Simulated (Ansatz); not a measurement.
Consider Li3Hf3Pb.

Input

```
crystal:
  lattice:
    - [5.1774547086, 0.0, 0.0]
    - [-2.5887273543, 4.4838073046, 0.0]
    - [0.0, 0.0, 6.2245981508]
  atoms:
    - { symbol: Li, position: [0.5, 0.0, 0.8917650236] }
    - { symbol: Li, position: [0.0, 0.5, 0.8917650236] }
    - { symbol: Li, position: [0.5, 0.5, 0.8917650236] }
    - { symbol: Hf, position: [0.3333333333, 0.6666666667, 0.4083276035] }
    - { symbol: Hf, position: [0.6666666667, 0.3333333333, 0.4083276035] }
    - { symbol: Hf, position: [0.0, 0.0, 0.6038806481] }
    - { symbol: Pb, position: [0.0, 0.0, 0.1165304242] }
basis:
  ecutwfc: 420
kpoints:
  mp_grid: { grid: [6, 6, 6] }
hamiltonian:
  xc: pbe
scf:
  occupations: { method: gaussian, width: 0.1 }
output:
  forces: true
  stress: true
  eigenvalues: true
  write_density: true
  write_potential: true
  elf: true
  volumetric_format: npy
relax:
  adjacent_minimum: "off"
  f_tol: 0.01
  max_steps: 30
  cell: { stress_tol: 0.1, fix: [volume] }
```

Run with:

```sh
ansatz run input.yaml --threads 1 --pin off --max-ram 2560MiB --backend cpu --events-out ev --progress --plain --runs-dir out
```

Below, planes, directions and counts refer to the conventional cell (a = 5.17 Å, b = 5.17 Å, c = 6.23 Å, α = 90.00°, β = 90.00°, γ = 120.00°).

The fields are those of the relaxed geometry.

Space group P6mm; a generated structure, not necessarily the stable one; changed on purpose from its base cell (volume × 1.06, shape and atoms relaxed); computed pressure about −3 GPa in this cell; computed without spin polarisation.

Computed with DFT PBE, scalar-relativistic, plane waves, PAW (Ansatz).

What will maps of the valence pseudo-density and electron localisation function show?

Li–Pb (2.95 Å): the density is about 0.18 e/Å³ at the midpoint; the ELF is about 0.45 at the midpoint.
Li–Hf (3.15 Å): ρ at the midpoint is about 0.11 e/Å³; the ELF is about 0.25 at the midpoint: no localised pair shows between them.
Hf–Pb (3.21 Å): the density is about 0.2 e/Å³ at the midpoint; the ELF is about 0.40 at the midpoint.

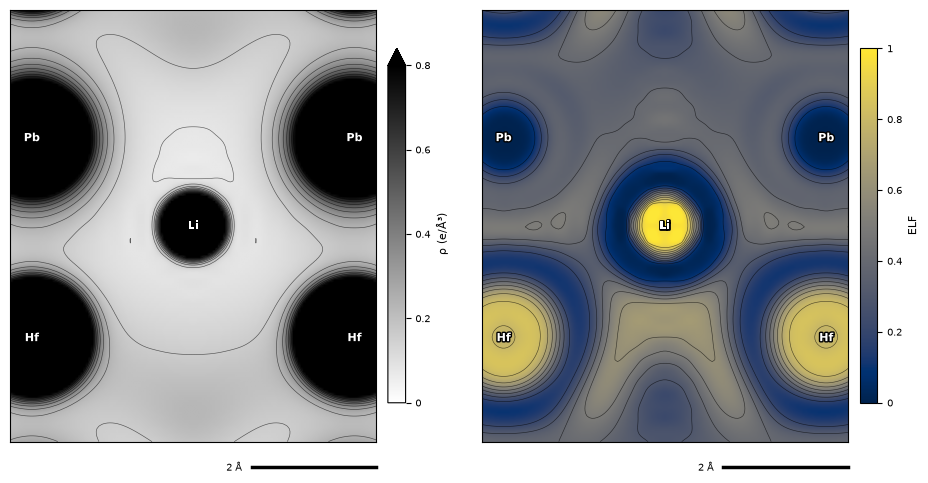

Computed valence pseudo-density and electron localisation function on the (100) plane of the conventional cell, in this order. 

The density is the valence pseudo-density of a PAW calculation; it isn't the true density close to the nuclei.
